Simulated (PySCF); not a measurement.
## Geometry relaxation of CH$_{3}$NSn

CH$_{3}$NSn, SMILES N#[C][SnH3], computed with PBE0-D3(BJ)/def2-SVP geometry optimisation, gas phase (PySCF 2.14.0).

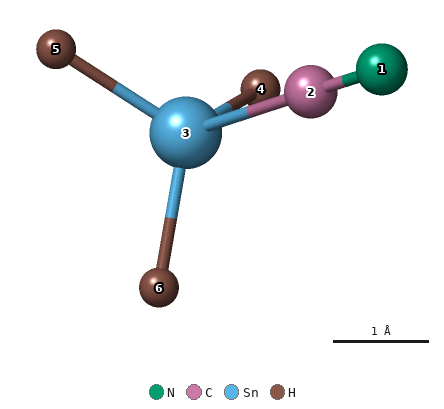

**Figure 1.** The starting structure (ball-and-stick view, seen at a tilt; atoms are numbered from 1 in the order of the input). Sticks mark near contacts. Bond lengths as drawn: C–N 1.17 Å, C–Sn 2.10 Å and H–Sn 1.63 to 1.65 Å.

## Summary

```json
{"quantity": "outcome", "value": "converged"}
{"quantity": "total energy", "value": "−308.727538 hartree"}
{"quantity": "dipole moment", "value": "4.16 D"}
{"quantity": "point group", "value": "C3v"}
{"quantity": "hardware", "value": "1 CPU thread, shared host"}
{"quantity": "wall time", "value": "13 s"}
{"quantity": "peak memory", "value": "0.3 GiB"}
```

## Input file
```
{"job": {"xc": "PBE0", "basis": "def2-SVP", "d3": "d3bj", "grid": 1, "maxiter": 30, "shake": 0.01, "kind": "geom"}, "charge": 0, "multiplicity": 1}
N      2.604740    -0.046570     0.059020
C      1.436670    -0.016300     0.026990
Sn    -0.663000     0.003440    -0.026620
H     -1.086600    -1.344110    -0.845890
H     -1.100850     1.384920    -0.807210
H     -1.166810    -0.011390     1.549050
```

The first line tells a small driver script what to run in PySCF; the rest is the geometry in Å.

Command:
```bash
OMP_NUM_THREADS=1 python <driver script> task.json out
```

## What the program printed
```
step   0  E = -308.72419718  max force = 0.028259
step   1  E = -308.72609450  max force = 0.017624
step   2  E = -308.72710046  max force = 0.003544
step   3  E = -308.72724425  max force = 0.003154
step   4  E = -308.72748766  max force = 0.001411
step   5  E = -308.72752829  max force = 0.000825
step   6  E = -308.72753755  max force = 0.000213
optimisation converged
```

## Trajectory as extended XYZ (Å, eV, eV/Å), 7 frames, from step=0 to step=6
```
6
Properties=species:S:1:pos:R:3:forces:R:3 step=0 energy=-8400.81330
N     2.6047   -0.0466    0.0590   -1.0796   0.0375  -0.0323
C     1.4367   -0.0163    0.0270    1.4531  -0.0241   0.0555
Sn   -0.6630    0.0034   -0.0266    0.3881   0.1849   0.2516
H    -1.0866   -1.3441   -0.8459   -0.3157  -0.9571  -0.5713
H    -1.1009    1.3849   -0.8072   -0.2223   0.7749  -0.4376
H    -1.1668   -0.0114    1.5491   -0.2236  -0.0161   0.7341
6
Properties=species:S:1:pos:R:3:forces:R:3 step=1 energy=-8400.86493
N     2.6042    0.2798    0.0518    0.7015   0.0136   0.0215
C     1.4766    0.0298    0.0362   -0.9063   0.0030  -0.0245
Sn   -0.6571   -0.0841   -0.0211   -0.1144  -0.0203  -0.0702
H    -1.0877   -1.5229   -0.8933    0.1346   0.3870   0.2504
H    -1.1231    1.3670   -0.8455    0.0730  -0.3573   0.1822
H    -1.1836   -0.1003    1.6261    0.1117  -0.0259  -0.3594
6
Properties=species:S:1:pos:R:3:forces:R:3 step=2 energy=-8400.89230
N     2.5987    0.2575    0.0549   -0.0428  -0.1341   0.0101
C     1.4594    0.0355    0.0358    0.0994   0.1822  -0.0083
Sn   -0.6568   -0.0731   -0.0234    0.0203  -0.0179  -0.0081
H    -1.0620   -1.4857   -0.8703   -0.0107  -0.0754  -0.0398
H    -1.1365    1.3387   -0.8344   -0.0375   0.0569  -0.0407
H    -1.1736   -0.1035    1.5917   -0.0286  -0.0117   0.0867
6
Properties=species:S:1:pos:R:3:forces:R:3 step=3 energy=-8400.89622
N     2.6052    0.2428    0.0579   -0.0360  -0.1156   0.0091
C     1.4619    0.0435    0.0361    0.0374   0.1622  -0.0095
Sn   -0.6575   -0.0673   -0.0246    0.0169  -0.0281   0.0119
H    -1.0530   -1.4872   -0.8714   -0.0007  -0.0291  -0.0162
H    -1.1514    1.3421   -0.8389   -0.0128   0.0136  -0.0109
H    -1.1760   -0.1047    1.5951   -0.0049  -0.0029   0.0155
6
Properties=species:S:1:pos:R:3:forces:R:3 step=4 energy=-8400.90284
N     2.6161    0.1886    0.0698    0.0135  -0.0382   0.0054
C     1.4620    0.0749    0.0379   -0.0489   0.0725  -0.0085
Sn   -0.6586   -0.0486   -0.0280   -0.0098  -0.0677   0.0136
H    -1.0180   -1.4863   -0.8730    0.0070   0.0445   0.0164
H    -1.1940    1.3465   -0.8484    0.0234  -0.0273   0.0232
H    -1.1781   -0.1058    1.5959    0.0148   0.0161  -0.0502
6
Properties=species:S:1:pos:R:3:forces:R:3 step=5 energy=-8400.90395
N     2.6165    0.1720    0.0748    0.0122  -0.0094   0.0029
C     1.4600    0.0880    0.0390   -0.0327   0.0265  -0.0037
Sn   -0.6589   -0.0462   -0.0291   -0.0040  -0.0424   0.0111
H    -1.0073   -1.4844   -0.8743    0.0027   0.0234   0.0063
H    -1.2019    1.3444   -0.8492    0.0140  -0.0103   0.0119
H    -1.1791   -0.1045    1.5929    0.0077   0.0123  -0.0285
6
Properties=species:S:1:pos:R:3:forces:R:3 step=6 energy=-8400.90420
N     2.6153    0.1692    0.0780    0.0009   0.0015   0.0014
C     1.4582    0.0935    0.0402   -0.0017   0.0016   0.0004
Sn   -0.6590   -0.0484   -0.0295   -0.0014  -0.0109  -0.0001
H    -1.0047   -1.4844   -0.8763    0.0011   0.0038  -0.0005
H    -1.2001    1.3423   -0.8484    0.0019   0.0004   0.0010
H    -1.1803   -0.1028    1.5902   -0.0008   0.0037  -0.0023
```

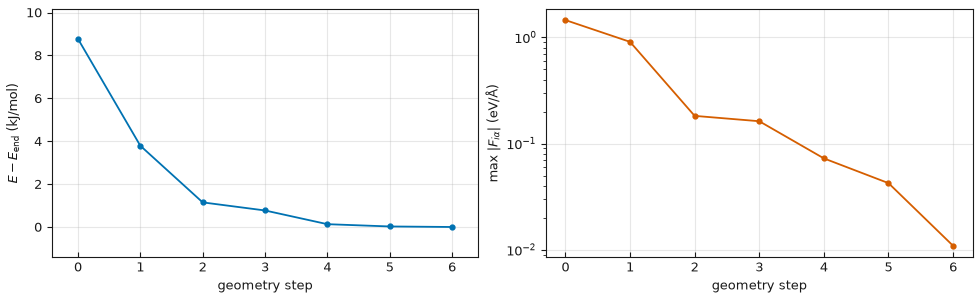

**Figure 2.** Progress of the relaxation, step by step (steps are counted from 0).

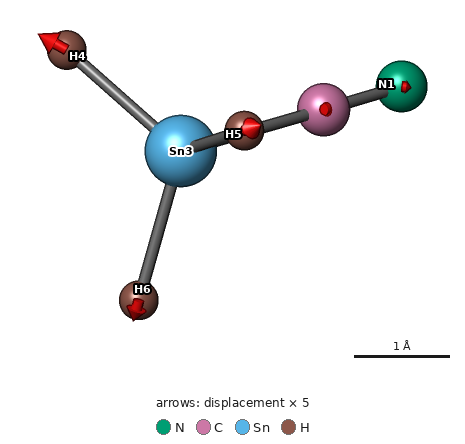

**Figure 3.** The starting structure with the displacements as red arrows, magnified 5 times (ball-and-stick view, seen at a tilt). The two geometries are laid on each other by the best rigid fit. The atom that moves furthest after the best rigid fit is H4 (0.071 Å). By element the largest moves are H 0.071 Å, C 0.025 Å, N 0.022 Å, Sn 0.002 Å. Among the contacts that change: Sn3–H4 1.633 → 1.703 Å, Sn3–H5 1.646 → 1.702 Å, C2–Sn3 2.100 → 2.123 Å, N1–C2 1.169 → 1.160 Å. After 6 geometry steps the energy has fallen by 8.77 kJ/mol. Largest force component: 1.5 eV/Å at the start, 0.011 eV/Å at the end. (Atoms are counted from 1 in the order of the input.)
